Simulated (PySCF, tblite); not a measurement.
# C₄H₄F₃N: dynamics, then NMR shifts on frames, part 2 of 2

tblite 0.8.0 and PySCF 2.14.0. Atoms count from 0. Earlier steps stand in the parts before.

### 5 NMR shieldings: 625 fs, PBE0/pcSseg-1

What the job is given:

```
{"job": {"kind": "nmr", "xc": "PBE0", "basis": "pcSseg-1", "pop": false}, "charge": 0, "multiplicity": 1}
C      1.755500    -0.382700     1.378200
C      0.757600    -0.788700     0.610100
N     -0.516900    -0.266300     0.579200
C     -1.484800    -0.658700    -0.132300
C     -2.821900    -0.092100    -0.071900
F     -2.909000     1.198100     0.339800
F     -3.524200    -0.700400     0.923500
F     -3.671400    -0.229900    -1.146600
H      1.750800     0.421100     2.034200
H      2.692900    -0.865200     1.140400
H      1.075200    -1.504600    -0.109600
H     -1.401900    -1.586600    -0.849900
```

Method: GIAO PBE0/pcSseg-1 NMR shielding, non-relativistic, gas phase.

Standard output:

```text
coarse grid: 11144 points
cycle   1  E = -508.2372928968  dE =  1.318e+00  |g| = 9.600e-01  |ddm| = 3.131e+00
cycle   2  E = -507.9211938635  dE =  3.161e-01  |g| = 1.661e+00  |ddm| = 1.462e+00
cycle   3  E = -508.4013664401  dE = -4.802e-01  |g| = 1.523e-01  |ddm| = 1.009e+00
cycle   4  E = -508.4049749462  dE = -3.609e-03  |g| = 9.377e-02  |ddm| = 1.632e-01
cycle   5  E = -508.4069105239  dE = -1.936e-03  |g| = 1.852e-02  |ddm| = 7.406e-02
cycle   6  E = -508.4069831466  dE = -7.262e-05  |g| = 4.771e-03  |ddm| = 1.856e-02
cycle   7  E = -508.4069872018  dE = -4.055e-06  |g| = 1.842e-03  |ddm| = 4.523e-03
final grid: 112128 points
cycle   8  E = -508.4724376330  dE = -4.035e-05  |g| = 7.885e-03  |ddm| = 2.186e-02
cycle   9  E = -508.4724220717  dE =  1.556e-05  |g| = 1.198e-02  |ddm| = 1.475e-02
cycle  10  E = -508.4724511894  dE = -2.912e-05  |g| = 1.311e-03  |ddm| = 8.726e-03
cycle  11  E = -508.4724515567  dE = -3.673e-07  |g| = 4.637e-04  |ddm| = 1.113e-03
cycle  12  E = -508.4724515983  dE = -4.167e-08  |g| = 1.543e-04  |ddm| = 3.668e-04
cycle  13  E = -508.4724516023  dE = -4.002e-09  |g| = 4.413e-05  |ddm| = 1.229e-04
cycle  14  E = -508.4724516028  dE = -4.318e-10  |g| = 1.671e-05  |ddm| = 4.663e-05
converged SCF energy = -508.4724516028

GIAO shielding tensors (ppm)
atom      isotropic    diamagn.    paramagn.     s11        s22        s33       span
  0 C       50.422     254.151    -203.728    -59.095     48.672    161.691    220.786
  1 C       39.929     254.718    -214.789    -70.325     65.401    124.710    195.034
  2 N     -157.336     329.372    -486.708   -598.799   -136.056    262.846    861.645
  3 C       38.001     255.371    -217.370    -54.752     60.840    107.917    162.669
  4 C       53.662     237.068    -183.406     40.568     50.875     69.544     28.976
  5 F      240.421     473.991    -233.571    150.068    235.997    335.196    185.128
  6 F      211.562     469.617    -258.055    110.965    200.198    323.522    212.557
  7 F      232.584     469.522    -236.938    140.199    203.524    354.029    213.830
  8 H       25.871      31.633      -5.762     22.679     26.105     28.830      6.151
  9 H       25.771      29.061      -3.290     23.254     25.089     28.969      5.715
 10 H       24.822      32.688      -7.865     22.717     23.152     28.598      5.880
 11 H       23.145      27.866      -4.721     21.017     22.836     25.581      4.564
```

Wall time 12 s (1 thread of Intel Xeon Platinum 8559C, shared host); peak memory 0.8 GiB.

Key values: δ C3 148.9, C1 147.0, C0 136.5, C4 133.3, H11 8.57, H10 6.89 ppm.

### 6 NMR shieldings: 800 fs, PBE0/pcSseg-1

What the job is given:

```
{"job": {"kind": "nmr", "xc": "PBE0", "basis": "pcSseg-1", "pop": false}, "charge": 0, "multiplicity": 1}
C      1.512100     0.005700     0.965500
C      0.543300    -0.703400     0.441000
N     -0.709400    -0.179700     0.237300
C     -1.775900    -0.818200     0.094500
C     -2.939200     0.049100    -0.299700
F     -2.747000     1.395400    -0.299400
F     -3.994300    -0.269800     0.464600
F     -3.313700    -0.165600    -1.588300
H      1.467400     1.054400     1.316000
H      2.445400    -0.480200     1.002000
H      0.782100    -1.703800     0.042700
H     -2.058400    -1.895400     0.182700
```

Level: GIAO PBE0/pcSseg-1 NMR shielding, non-relativistic, gas phase.

Standard output:

```text
coarse grid: 11144 points
cycle   1  E = -508.2599138628  dE =  1.327e+00  |g| = 9.330e-01  |ddm| = 3.105e+00
cycle   2  E = -508.0083490567  dE =  2.516e-01  |g| = 1.538e+00  |ddm| = 1.376e+00
cycle   3  E = -508.4141951721  dE = -4.058e-01  |g| = 1.391e-01  |ddm| = 9.279e-01
cycle   4  E = -508.4171630831  dE = -2.968e-03  |g| = 8.214e-02  |ddm| = 1.406e-01
cycle   5  E = -508.4185601165  dE = -1.397e-03  |g| = 1.821e-02  |ddm| = 6.555e-02
cycle   6  E = -508.4186294180  dE = -6.930e-05  |g| = 4.729e-03  |ddm| = 1.836e-02
cycle   7  E = -508.4186337462  dE = -4.328e-06  |g| = 1.724e-03  |ddm| = 4.564e-03
final grid: 112128 points
cycle   8  E = -508.4848852752  dE = -4.190e-05  |g| = 7.016e-03  |ddm| = 2.117e-02
cycle   9  E = -508.4848744904  dE =  1.078e-05  |g| = 1.033e-02  |ddm| = 1.293e-02
cycle  10  E = -508.4848959866  dE = -2.150e-05  |g| = 1.268e-03  |ddm| = 7.544e-03
cycle  11  E = -508.4848963246  dE = -3.380e-07  |g| = 4.519e-04  |ddm| = 1.051e-03
cycle  12  E = -508.4848963618  dE = -3.716e-08  |g| = 1.561e-04  |ddm| = 3.463e-04
cycle  13  E = -508.4848963660  dE = -4.242e-09  |g| = 4.239e-05  |ddm| = 1.254e-04
cycle  14  E = -508.4848963664  dE = -4.046e-10  |g| = 1.427e-05  |ddm| = 4.254e-05
converged SCF energy = -508.4848963664

GIAO shielding tensors (ppm)
atom      isotropic    diamagn.    paramagn.     s11        s22        s33       span
  0 C       58.048     253.713    -195.665    -44.512     56.557    162.098    206.610
  1 C       43.615     255.229    -211.614    -65.876     71.034    125.686    191.562
  2 N     -133.477     332.497    -465.974   -483.270   -156.047    238.886    722.156
  3 C       39.102     253.493    -214.391    -48.635     56.442    109.499    158.134
  4 C       54.709     242.793    -188.084     40.337     54.230     69.561     29.223
  5 F      248.721     475.722    -227.001    160.306    243.509    342.348    182.042
  6 F      255.604     468.286    -212.682    165.676    266.562    334.574    168.899
  7 F      238.452     470.856    -232.404    145.886    233.380    336.090    190.205
  8 H       25.066      29.807      -4.741     22.896     24.509     27.794      4.898
  9 H       26.627      30.114      -3.487     23.976     26.218     29.689      5.713
 10 H       24.227      30.668      -6.441     22.198     23.530     26.952      4.754
 11 H       23.612      28.292      -4.680     22.505     23.933     24.399      1.894
```

Wall time 12 s (1 thread of Intel Xeon Platinum 8559C, shared host); peak memory 0.8 GiB.

Key values: δ C3 147.8, C1 143.3, C4 132.2, C0 128.9, H11 8.10, H10 7.49 ppm.

### 7 Nuclear shieldings: 1000 fs, PBE0/pcSseg-1

What the job is given:

```
{"job": {"kind": "nmr", "xc": "PBE0", "basis": "pcSseg-1", "pop": false}, "charge": 0, "multiplicity": 1}
C      1.600400    -0.916500     1.218700
C      0.332600    -1.214000     1.205200
N     -0.545800    -0.303900     0.712600
C     -1.693500    -0.750600     0.303900
C     -2.787300     0.077200    -0.301300
F     -2.686900     1.420800    -0.338200
F     -3.931800    -0.268100     0.364200
F     -3.014600    -0.257000    -1.642400
H      1.885600     0.077700     0.894900
H      2.363200    -1.626400     1.503300
H     -0.052800    -2.170000     1.508100
H     -1.894300    -1.790100     0.296800
```

Method: GIAO PBE0/pcSseg-1 NMR shielding, non-relativistic, gas phase.

Standard output:

```text
coarse grid: 11144 points
cycle   1  E = -508.2495110055  dE =  1.268e+00  |g| = 9.581e-01  |ddm| = 3.124e+00
cycle   2  E = -507.9324078082  dE =  3.171e-01  |g| = 1.661e+00  |ddm| = 1.436e+00
cycle   3  E = -508.4141447953  dE = -4.817e-01  |g| = 1.595e-01  |ddm| = 9.980e-01
cycle   4  E = -508.4179547221  dE = -3.810e-03  |g| = 1.004e-01  |ddm| = 1.721e-01
cycle   5  E = -508.4201677411  dE = -2.213e-03  |g| = 1.939e-02  |ddm| = 8.004e-02
cycle   6  E = -508.4202465648  dE = -7.882e-05  |g| = 4.764e-03  |ddm| = 1.830e-02
cycle   7  E = -508.4202505133  dE = -3.948e-06  |g| = 1.841e-03  |ddm| = 4.377e-03
final grid: 112128 points
cycle   8  E = -508.4866193526  dE = -4.473e-05  |g| = 7.856e-03  |ddm| = 2.421e-02
cycle   9  E = -508.4866065441  dE =  1.281e-05  |g| = 1.154e-02  |ddm| = 1.394e-02
cycle  10  E = -508.4866328608  dE = -2.632e-05  |g| = 1.284e-03  |ddm| = 7.996e-03
cycle  11  E = -508.4866332018  dE = -3.410e-07  |g| = 4.420e-04  |ddm| = 1.088e-03
cycle  12  E = -508.4866332370  dE = -3.521e-08  |g| = 1.851e-04  |ddm| = 3.590e-04
cycle  13  E = -508.4866332430  dE = -5.965e-09  |g| = 5.161e-05  |ddm| = 1.431e-04
cycle  14  E = -508.4866332436  dE = -5.853e-10  |g| = 1.713e-05  |ddm| = 5.066e-05
converged SCF energy = -508.4866332436

GIAO shielding tensors (ppm)
atom      isotropic    diamagn.    paramagn.     s11        s22        s33       span
  0 C       55.259     255.716    -200.457    -47.525     54.248    159.054    206.580
  1 C       38.536     254.880    -216.344    -67.397     62.655    120.348    187.744
  2 N     -161.349     329.655    -491.004   -569.574   -155.784    241.311    810.885
  3 C       24.929     255.990    -231.062    -82.265     53.576    103.475    185.740
  4 C       48.419     241.117    -192.698     35.619     50.354     59.284     23.665
  5 F      255.550     474.535    -218.986    171.565    259.972    335.112    163.546
  6 F      229.917     468.571    -238.654    135.924    228.298    325.529    189.605
  7 F      214.290     473.147    -258.857    109.589    188.382    344.899    235.310
  8 H       25.308      31.876      -6.567     22.721     24.640     28.563      5.842
  9 H       25.794      28.616      -2.822     23.552     25.697     28.132      4.580
 10 H       24.650      30.421      -5.771     22.415     24.067     27.468      5.053
 11 H       24.581      31.330      -6.750     22.076     24.016     27.650      5.573
```

Wall time 12 s (1 thread of Intel Xeon Platinum 8559C, shared host); peak memory 0.8 GiB.

Key values: δ C3 162.0, C1 148.4, C4 138.5, C0 131.7, H11 7.14, H10 7.07 ppm.

### 8 Side by side: NMR shifts

Shifts (ppm) of some atoms, chosen among heavy atoms and hydrogens apart, with basis size and wall time:

```csv
frame,C4,H11,H8,N2,F6,F7,F5,functions,time
250 fs,123.9,7.47,5.76,408.6,-84.3,-95.1,-106.2,156,12 s
425 fs,133.8,8.76,7.08,398.0,-67.5,-66.7,-91.2,156,12 s
625 fs,133.3,8.57,5.85,425.1,-40.6,-61.6,-69.5,156,12 s
800 fs,132.2,8.10,6.65,401.2,-84.7,-67.5,-77.8,156,12 s
1000 fs,138.5,7.14,6.41,429.1,-59.0,-43.3,-84.6,156,12 s
```

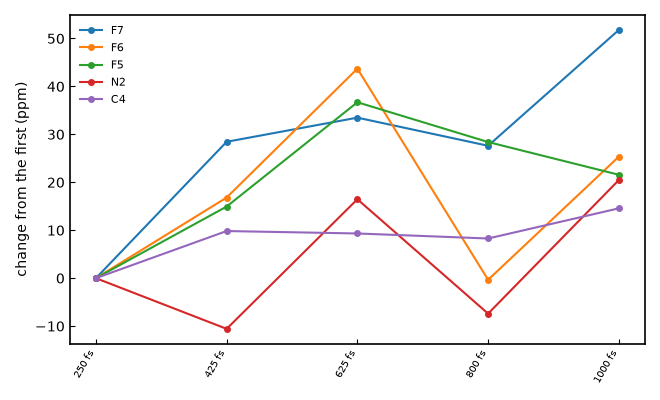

How five of the tabulated atoms move from run to run.

### 9 Results

The summary covers parts 1 to 2.

```
                                        quantity                           value
                                      thermostat                           300 K
                   mean temperature, second half                           339 K
         mean potential energy above the minimum                         0.43 eV
  13C shifts against TMS (PBE0/pcSseg-1, 250 fs)  155.0, 145.5, 131.2, 123.9 ppm
   1H shifts against TMS (PBE0/pcSseg-1, 250 fs)      8.14, 7.47, 5.97, 5.76 ppm
  15N shifts against NH3 (PBE0/pcSseg-1, 250 fs)                       408.6 ppm
19F shifts against CFCl3 (PBE0/pcSseg-1, 250 fs)        -84.3, -95.1, -106.2 ppm
                        range of the shift of F7              -95.1 to -43.3 ppm
```

**Reading.** In the second half the potential energy averages 0.43 eV above the minimum; equipartition over 30 harmonic modes at 300 K would give 0.39 eV. With 12 atoms the temperature swings widely (149 to 479 K). Shifts at one fixed geometry are not the observed spectrum, which averages over the motion. In the first frame run (250 fs): Shielding is most anisotropic at N2 (span 789 ppm, paramagnetic term -472 ppm). Across the 5 runs the shift of F7 moves most, between -95.1 (250 fs) and -43.3 ppm (1000 fs).
